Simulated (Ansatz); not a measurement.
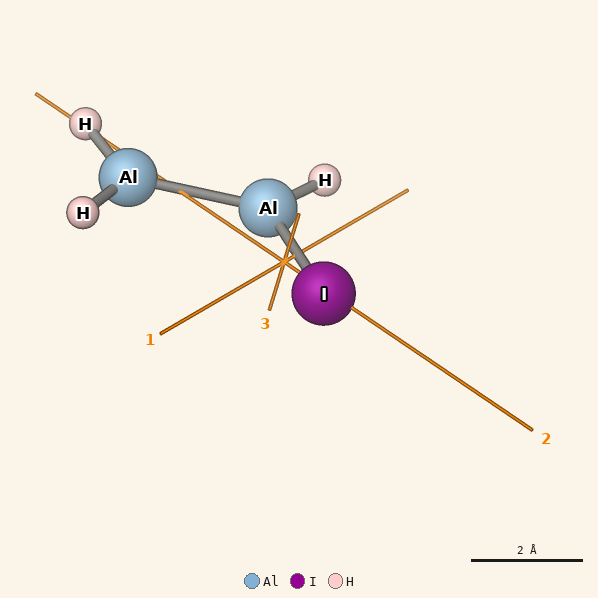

The three principal axes of inertia are drawn and numbered. Depth is shown by fading: the farther an atom, the more it takes the colour of the background. Computed geometry: PBE0-D4/def2-TZVP optimisation. No frequency run is at hand to confirm it as a minimum. Masses are those of the most abundant isotopes; constants are for the rigid equilibrium geometry.

Which line is the a axis (least moment of inertia), which b and which c?

a is line 2, b is line 1, c is line 3; the moments are 48.7, 496, 545 u Å².

Classify the rotor and give the rotational constants (GHz).

An asymmetric top (Cs): A = 10.4, B = 1.02, C = 0.928 GHz. Ray's parameter κ is −0.98, close to the prolate limit.
